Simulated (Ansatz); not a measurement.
# CH3ClOSW: small, medium and large basis sets

How large a basis does CH3ClOSW need? Two functionals are run in growing sets.

Method: one geometry, several basis sets; program: Ansatz 0.2.0, Gaussian basis.

Plan: PBE0-D4/def2-SVP; ωB97M-V/def2-SVP; PBE0-D4/def2-QZVPP; ωB97M-V/def2-QZVPP; the functionals' def2-TZVPP values are taken from earlier runs.

### 1 The geometry

All runs share one geometry, relaxed beforehand with PBE0-D4 in a triple-zeta def2 set. W takes the def2 core potential; no spin-orbit term is included.

8 atoms, charge 0, spin multiplicity 1.

Atoms are counted from 1 here; the program's logs count them from 0.

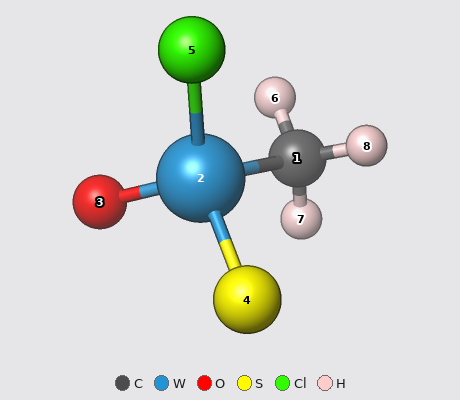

The geometry (carbon dark grey, tungsten blue, oxygen red, sulfur yellow, chlorine green, hydrogen pink); atoms are numbered from 1 in the order of the file.

### 2 PBE0-D4 in def2-SVP

File in.yaml:

```yaml
crystal:
  periodic: [false, false, false]
  atoms:
    - {symbol: C, position_ang: [-0.908013, -0.162022, 0.649395]}
    - {symbol: W, position_ang: [0.819637, 0.101130, -0.502908]}
    - {symbol: O, position_ang: [2.000046, -0.775704, 0.331120]}
    - {symbol: S, position_ang: [0.394526, -0.866673, -2.344670]}
    - {symbol: Cl, position_ang: [1.321758, 2.293139, -0.712302]}
    - {symbol: H, position_ang: [-0.726018, 0.291464, 1.630599]}
    - {symbol: H, position_ang: [-1.152195, -1.216405, 0.790094]}
    - {symbol: H, position_ang: [-1.749742, 0.335071, 0.158672]}
basis:
  gaussian: {orbitals: def2-SVP}
hamiltonian: {xc: pbe0, dispersion: d4}
output: {orbitals: {seedname: orbitals}}
```

Started as:

```
> ansatz run in.yaml --threads 4 --pin off --events-out ev --progress --plain --max-ram 10444MiB
```

The runs that follow: ωB97M-V in def2-SVP; PBE0-D4 in def2-QZVPP; ωB97M-V in def2-QZVPP.

Q: Predict the results of all the runs planned. Wanted: PBE0-D4: double and triple zeta above quadruple; ωB97M-V: double and triple zeta above quadruple.

The runs gave:

| quantity | value |
| --- | --- |
| PBE0-D4: double and triple zeta above quadruple | 13.28, 0.89 eV |
| ωB97M-V: double and triple zeta above quadruple | 13.32, 0.85 eV |

What this shows: For PBE0-D4 the step from double to triple zeta gains 12.38 eV and the next only 0.89 eV. Total energies overstate the basis error of differences, where much of it tends to cancel.
